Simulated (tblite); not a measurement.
## Geometry relaxation of C$_{3}$H$_{5}$F$_{2}$GaO (part 3 of 3)

Continued. System: C$_{3}$H$_{5}$F$_{2}$GaO. Method: GFN2-xTB geometry optimisation, gas phase (tblite 0.8.0). It belongs to a series of runs on one base structure; here: H on C replaced by F.

Geometry of the input (Å):
```
C  -1.9158  -0.5486  -0.1543
O  -0.7715  -0.7950  0.5708
C  0.3425  0.0268  0.4302
Ga 2.1425  -1.0618  0.0669
C  0.2755  1.3462  0.4966
F  -0.8699  2.0428  0.7083
F  1.4543  2.0147  0.3120
H  -2.7388  -1.2695  0.0523
H  -1.7032  -0.5658  -1.2419
H  -2.3983  0.4572  0.0659
H  2.8018  0.1155  -0.2325
H  3.3821  -1.7633  0.6643
```

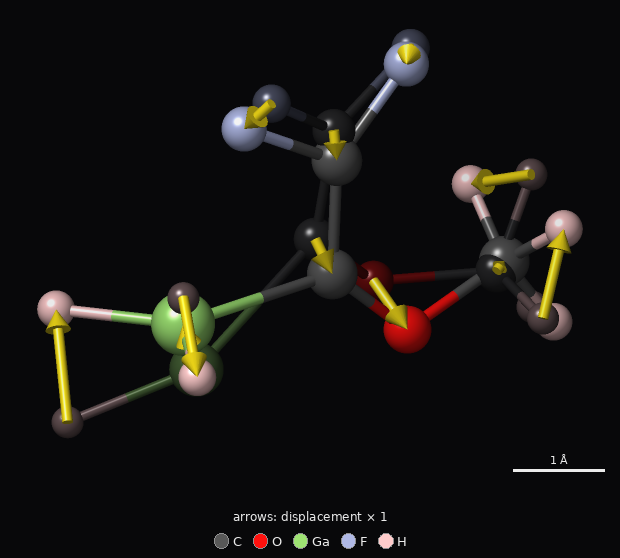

**Figure 1.** Start (faint) and end (solid) with the displacements as yellow arrows, at true length (ball-and-stick view, seen at a tilt). The two geometries are laid on each other by the best rigid fit. Over 131 geometry steps the energy falls by 2.056 eV. The largest force component goes from 3.2 to 0.008 eV/Å. The largest move after the best rigid fit is that of H12, 1.34 Å. By element the largest moves are H 1.34 Å, O 0.73 Å, Ga 0.58 Å, F 0.50 Å, C 0.43 Å. Among the contacts that change: Ga4–H11 1.382 → 1.555 Å, C3–Ga4 2.135 → 2.037 Å, C5–F7 1.368 → 1.415 Å, O2–C3 1.391 → 1.345 Å. Among the angles that change: C3–Ga4–H11 90.3° → 119.7°, C3–Ga4–H12 147.4° → 119.7°, Ga4–C3–C5 124.0° → 97.1°. (Atoms are counted from 1 in the order of the input.)

### Key numbers

```csv
quantity,value
outcome,converged
total energy,−643.4747 eV
wall time,1.9 s
peak memory,0.18 GiB
```
